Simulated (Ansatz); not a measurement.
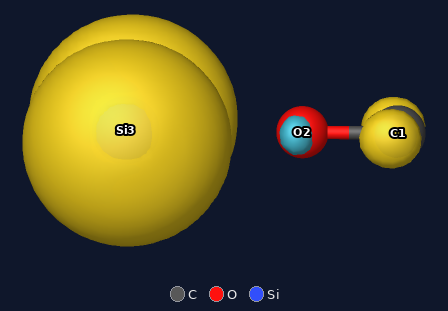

The picture shows: COSi (charge +1, doublet). Isosurfaces of the spin density (α minus β) at +0.02 (yellow) and −0.02 e/Å³ (cyan), seen from one side.

Geometry: PBE0-D4/def2-TZVP.

The calculation used Ansatz, isolated molecule in a Gaussian basis; Kohn-Sham density functional theory, functional PBE0.

```xyz
3

C     0.0000    0.0000   -1.4687
O     0.0000    0.0000   -0.3256
Si    0.0000    0.0000    1.7943
```

Describe the spin distribution.

The unpaired spin (1 electron) lies mostly on Si3 (about 1.0), in electrons by Hirshfeld's partition.
